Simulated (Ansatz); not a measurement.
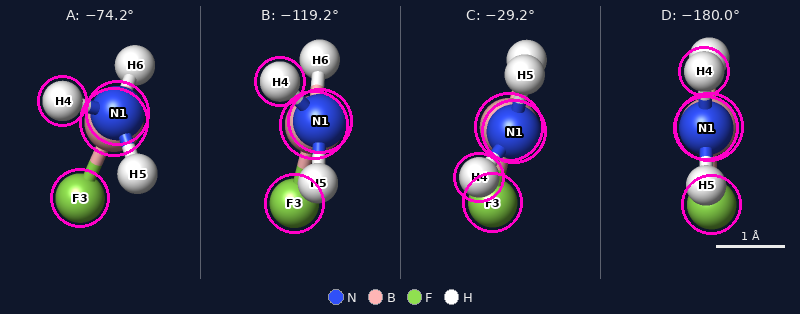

A scan of BNH3F: one H–N–B–F dihedral angle is varied, with all other coordinates relaxed. Style: ball-and-stick. Shown almost along the central bond, with a slight tilt. The ringed atoms are those of the scanned coordinate.

Single-point energies from Ansatz with PBE0-D4 in the def2-TZVPP basis, on geometries relaxed under the constraint at PBE0-D4/def2-TZVP. Energies are counted from the PBE0-D4/def2-TZVP minimum geometry at the same level.

> Order these geometries by energy, lowest first.

Lowest first: D (the dihedral −180.0°, 0.0 kJ/mol), C (the dihedral −29.2°, 8.0 kJ/mol), B (the dihedral −119.2°, 38.0 kJ/mol), A (the dihedral −74.2°, 95.7 kJ/mol). Over the whole scan: the lowest computed point lies at the dihedral −180.0° (0.0 kJ/mol). A local maximum lies at −74.2° (95.7 kJ/mol). The highest point, at −74.2°, lies 95.7 kJ/mol above the lowest and gives the barrier to rotation to within the spacing of the points.
